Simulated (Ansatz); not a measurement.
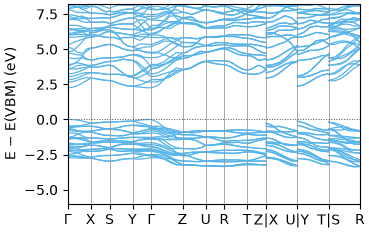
Band structure from the program Ansatz at the r²SCAN level (PAW)

Task: Read off the gap and where the band edges lie.

Result: About 2.3 eV (2.25 eV by a search for the band edges); maximum at Γ, minimum at Γ.

Task: Pick the material that matches.
A) ZnGaNO, Pna2_1 (Zn on 4a, Ga on 4a, O on 4a, N on 4a)
B) SrHfN2, Pna2_1 (Sr on 4a, Hf on 4a, N on 4a, N on 4a)
C) CaZrN2, Pna2_1 (Ca on 4a, Zr on 4a, N on 4a, N on 4a)
D) LuAlN2, Pna2_1 (Lu on 4a, Al on 4a, N on 4a, N on 4a)

Result: C, CaZrN2, Pna2_1 (Ca on 4a, Zr on 4a, N on 4a, N on 4a)

The start of the workflow was typed in or built on a structure type; neither database checked (COD, Materials Project) lists it. Its standing as an ambient phase is unchecked. Symmetry was held in the r²SCAN relaxation; whether a distortion lowers the energy is not shown. No spin polarisation was allowed. Spin–orbit coupling is left out wherever it is not named.

Potentials: the earlier of the program's two PAW sets. The files were generated under PBE; for other functionals the program regenerates the frozen cores, and for LDA and PBEsol the local potential too.
